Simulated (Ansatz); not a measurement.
Consider H6W.

Input file:

```
crystal:
  periodic: [false, false, false]
  atoms:
    - { symbol: W, position_ang: [0.0, 0.0, 0.0] }
    - { symbol: H, position_ang: [0.9528, 0.0, 1.6669] }
    - { symbol: H, position_ang: [1.6669, 0.0, 0.9528] }
    - { symbol: H, position_ang: [0.0, 1.72, 0.0] }
    - { symbol: H, position_ang: [-1.72, 0.0, 0.0] }
    - { symbol: H, position_ang: [0.0, -1.72, 0.0] }
    - { symbol: H, position_ang: [0.0, 0.0, -1.72] }
basis:
  gaussian: { orbitals: def2-mTZVP }
hamiltonian:
  xc: cam_b3lyp
  dispersion: d4
relax:
  f_tol: 0.15
  max_steps: 25
  restrain:
    - { distance: [1, 2], at: 1.86, k: 30.0 }
    - { distance: [0, 1], at: 1.72, k: 30.0 }
    - { distance: [0, 2], at: 1.72, k: 30.0 }
output:
  orbitals: {}
```

Command:

```sh
ansatz run input.yaml --threads 1 --pin off --max-ram 2048MiB --backend cpu --events-out ev --progress --plain --runs-dir out
```

The fields are those of the run's last geometry, not of the input's.

Core potentials replace the inner electrons of W.

Computed with Ansatz, RKS CAM-B3LYP-D4/def2-mTZVP.

**Predict the electron density and electron localisation function between the atoms.**

W–H (1.71 Å): the density is about 1.4 e/Å³ at the midpoint; the ELF climbs to about 1 towards the hydrogen.

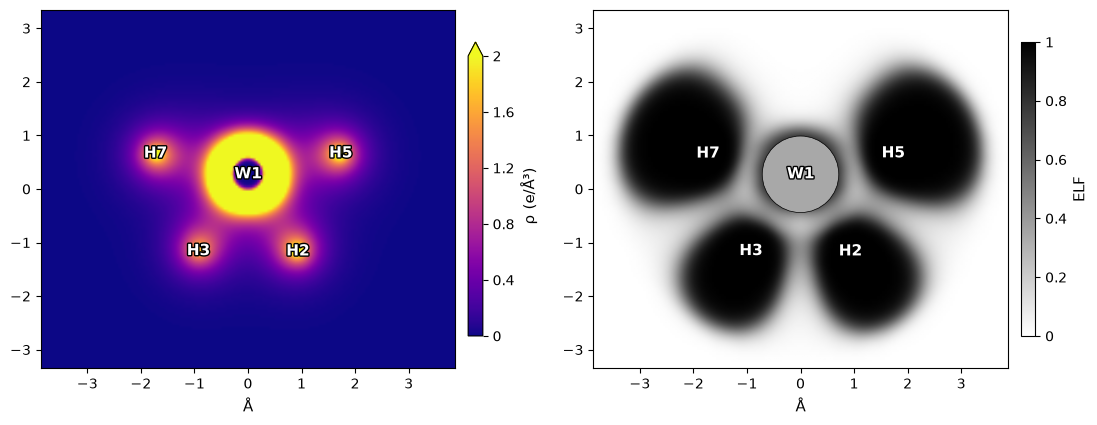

Computed electron density and electron localisation function on the plane of atoms H2, W1 and H5, in this order. Grey discs cover the atomic cores in the ELF map. 
